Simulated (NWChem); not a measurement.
**One shape, several levels: C2H2O (SMILES C=C=O)**

We compute a comparison of 6 runs (HF/STO-3G, HF/aug-cc-pVDZ, B3LYP/6-31G*, B3LYP/def2-SVP, PBE0/def2-SVP, MP2/6-31G*) of C2H2O. 

The results are computed with NWChem 7.3.0.

### 1 The molecule

C2H2O has 5 atoms, charge 0, and is taken as a singlet. As SMILES, `C=C=O`. The coordinates come from a PBE0-D4/def2-TZVP relaxation.

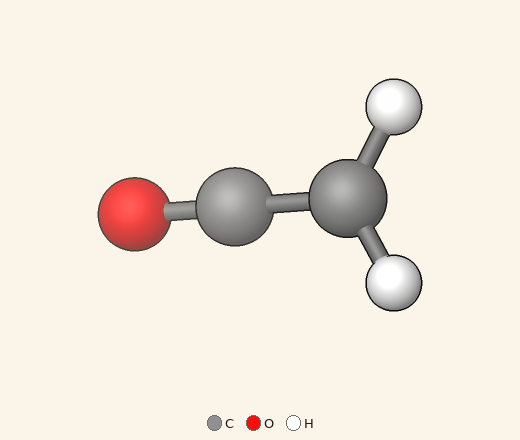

The structure, seen from a chosen angle (carbon grey, oxygen red, hydrogen white).

### 2 Energy and forces at HF/STO-3G (run 1)

Input file test.nw:

```
start test
title "C2H2O"
memory 2200 mb
geometry noautosym nocenter noautoz
C       -0.361800       0.279000      -0.270700
C        0.535300      -0.429800       0.362500
O        1.329000      -1.057000       0.922700
H       -1.204100      -0.217300      -0.729100
H       -0.248500       1.351400      -0.326800
end
basis "ao basis" spherical bse
* library STO-3G
end
scf
thresh 1e-08
maxiter 80
print medium
end
task scf gradient
```

Run with:

```
nwchem test.nw > test.out
```

Standard output:

```text
[...]
  functions       =    17
[...]
  wavefunction    = RHF
[...]
         Total SCF energy =   -149.724309613704
      One-electron energy =   -320.790091673952
      Two-electron energy =    112.276283790327
 Nuclear repulsion energy =     58.789498269921
        Time for solution =      0.3s
[...]
                         RHF ENERGY GRADIENTS
    atom               coordinates                        gradient
                 x          y          z           x          y          z
   1 C      -0.683703   0.527234  -0.511549   -0.004923   0.003821  -0.003470
   2 C       1.011570  -0.812204   0.685026    0.052107  -0.041152   0.036777
   3 O       2.511446  -1.997440   1.743650   -0.046156   0.036466  -0.032577
   4 H      -2.275419  -0.410637  -1.377799   -0.003379  -0.004283  -0.001570
   5 H      -0.469597   2.553776  -0.617562    0.002351   0.005149   0.000840
[...]
```

Run time: 0.9 s. Hardware: 1 thread of Intel Xeon Platinum 8559C (Emerald Rapids), shared host; peak memory 0.099 GiB.

### 3 Energy and forces at HF/aug-cc-pVDZ (run 2)

Input file geom.nw:

```
start geom
title "C2H2O"
memory 2200 mb
charge 0

geometry units angstroms noautosym nocenter noautoz
  C       -0.361800       0.279000      -0.270700
  C        0.535300      -0.429800       0.362500
  O        1.329000      -1.057000       0.922700
  H       -1.204100      -0.217300      -0.729100
  H       -0.248500       1.351400      -0.326800
end

basis spherical bse
  * library aug-cc-pVDZ
end

scf
  singlet
  rhf
  thresh 1e-08
  maxiter 80
end

task scf gradient
```

Run with:

```
nwchem geom.nw > geom.out
```

Standard output:

```text
[...]
  functions       =    87
[...]
  wavefunction    = RHF
[...]
         Total SCF energy =   -151.748712086216
      One-electron energy =   -322.062420303209
      Two-electron energy =    111.524209947071
 Nuclear repulsion energy =     58.789498269921
        Time for solution =     14.0s
[...]
                         RHF ENERGY GRADIENTS
    atom               coordinates                        gradient
                 x          y          z           x          y          z
   1 C      -0.683703   0.527234  -0.511549    0.005543  -0.004435   0.003916
   2 C       1.011570  -0.812204   0.685026   -0.024078   0.019048  -0.016994
   3 O       2.511446  -1.997440   1.743650    0.021795  -0.017231   0.015382
   4 H      -2.275419  -0.410637  -1.377799   -0.002499  -0.000128  -0.001517
   5 H      -0.469597   2.553776  -0.617562   -0.000761   0.002747  -0.000787
[...]
```

Run time: 18 s. Hardware: 1 thread of Intel Xeon Platinum 8559C (Emerald Rapids), shared host; peak memory 0.1 GiB.

Runs 3 to 5 aren't shown in full; the table further down has their settings and results.

### 4 Energy and forces at MP2/6-31G(d) (spherical functions) (run 6)

Input file mol.xyz:

```xyz
5
C2H2O mp2
C     -0.361800     0.279000    -0.270700
C      0.535300    -0.429800     0.362500
O      1.329000    -1.057000     0.922700
H     -1.204100    -0.217300    -0.729100
H     -0.248500     1.351400    -0.326800
```

Input file mol.nw:

```
echo
start mol
title "C2H2O mp2"
memory stack 880 mb heap 220 mb global 1100 mb
charge 0

geometry units angstroms noautosym nocenter noautoz
 load format xyz mol.xyz
end

basis spherical bse
 * library 6-31G*
end

scf
 thresh 1e-08
 maxiter 80
end

mp2
 freeze core 3
 tight
end

task mp2 gradient
```

Run with:

```
nwchem mol.nw > mol.out
```

Standard output:

```text
[...]
  functions       =    46
[...]
  wavefunction    = RHF
[...]
         Total SCF energy =   -151.723809417504
      One-electron energy =   -322.176051689883
      Two-electron energy =    111.662744002458
 Nuclear repulsion energy =     58.789498269921
        Time for solution =      2.0s
[...]
          Total MP2 energy          -152.140347937572
[...]
                         mp2 ENERGY GRADIENTS
    atom               coordinates                        gradient
                 x          y          z           x          y          z
   1 C      -0.683703   0.527234  -0.511549    0.012127  -0.009636   0.008564
   2 C       1.011570  -0.812204   0.685026    0.023950  -0.018908   0.016904
   3 O       2.511446  -1.997440   1.743650   -0.037406   0.029552  -0.026402
   4 H      -2.275419  -0.410637  -1.377799    0.000666  -0.000511   0.000469
   5 H      -0.469597   2.553776  -0.617562    0.000662  -0.000497   0.000465
[...]
```

Run time: 5.1 s. Hardware: 1 thread of Intel Xeon Platinum 8559C (Emerald Rapids), shared host; peak memory 0.12 GiB.

### 5 The series

```tsv
run	level	iteration cap	module	energy (Eh)	dipole moment (D)	HOMO energy (eV)	LUMO energy (eV)	wall time
1	HF/STO-3G	80	scf	-149.724310	0.68	-7.42	7.30	0.9 s
2	HF/aug-cc-pVDZ	80	scf	-151.748712	1.77	-9.98	0.93	18 s
3	B3LYP/6-31G* (spherical functions)	100	dft	-152.595039	1.40	-6.51	-0.84	9 s
4	B3LYP/def2-SVP	100	dft	-152.487948	1.31	-6.72	-1.02	12 s
5	PBE0/def2-SVP	100	dft	-152.312009	1.35	-7.00	-0.79	9.9 s
6	MP2/6-31G* (spherical functions)	80	mp2	-152.140348	1.24	-9.80	3.79	5.1 s
```

### 6 Outcome

| quantity | value |
| --- | --- |
| run 6: total energy | -152.14035 Eh |
| run 6: dipole moment (of the density that the program reports) | 1.24 D |
| run 6: HOMO energy (Hartree–Fock orbitals) | -9.80 eV |
| run 6: LUMO energy (Hartree–Fock orbitals) | 3.79 eV |
| run 6: HOMO–LUMO gap (Hartree–Fock orbitals) | 13.59 eV |
| run 6: correlation energy (3 core orbitals frozen) | -416.5 mEh |
| run 6: largest force on an atom | 2.802 eV/Å |

What this shows: The dipole moment (its size) runs from 0.68 D (HF/STO-3G) to 1.77 D (HF/aug-cc-pVDZ). Over runs 1, 2, 3, 4, 5 the HOMO–LUMO gap runs from 5.67 eV (B3LYP/6-31G*) to 14.72 eV (HF/STO-3G). The two ends differ in method and basis. Totals of different functionals can't be ranked against each other. In run 1 the basis is minimal, so the values are rough. All runs together took 55 s, the longest 18 s.
